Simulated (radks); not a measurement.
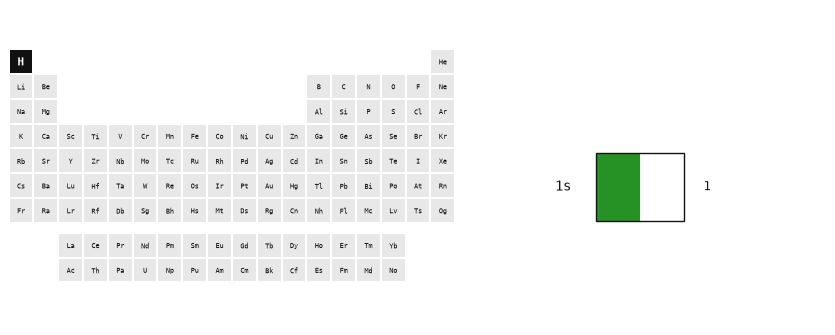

**Figure 1.** Left, the place of hydrogen in the periodic table; right, the outer shells as the input fills them: a box for each of the 2l + 1 orbitals, shaded by the share of the shell that is filled, with the electron count at the right.

**Atomic calculation, with input and output: H**

- system: a free H atom in the configuration 1s1 (high spin).
- method: scalar-relativistic Kohn-Sham, PBE, spin-polarised, spherical densities, finite nucleus (the in-house radial solver radks)

### Input file
```
Z 1
configuration 1s1
relativity scalar-relativistic
functional pbe,pbe
spin polarised
nucleus finite rms 0.8783 fm
c 137.035999084
mesh_step 0.03
max_iterations 51
```

Energies in input and log are in hartree, lengths in bohr (the nuclear radius in fm).

Hardware: 1 thread of Arm Neoverse N1, 77 GiB of memory available, shared host.

The run was one of a batch that the task file lists, launched with:
```bash
python <driver script> task.json out
```

### Output
```
1s      1   1.0000          -0.27909320
Etot -0.49999737897844804
Ekin 0.4948323941116209
Encl -0.9941902713314641
Eh 0.3068309902731021
Exc -0.30747049203170695
err 1.7870530065885846e-09
it 12
```

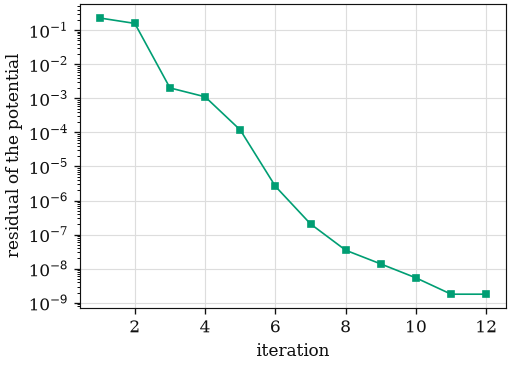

**Figure 2.** Convergence: residual of the potential against the iteration. The residual falls almost steadily, with no more than small rises or pauses. It goes from 0.23 to 1.8×10⁻⁹ in 12 steps.

### What the run reported

| quantity | value |
| --- | --- |
| outcome | converged |
| total energy | −0.499997 hartree |
| kinetic energy | 0.494832 hartree |
| electron–nucleus energy | −0.994190 hartree |
| Hartree energy | 0.306831 hartree |
| exchange–correlation energy | −0.307470 hartree |
| radius at density 0.001 e/bohr³ | 2.91 bohr |
| SCF iterations | 12 |

### What is odd here

A numerical setting was moved from its usual value: mesh step h = 0.03. The program ran to the end, and its total energy equals that of the same run with the usual input (−0.50000 hartree) within 10⁻⁵ hartree, so the oddity leaves no trace in it.
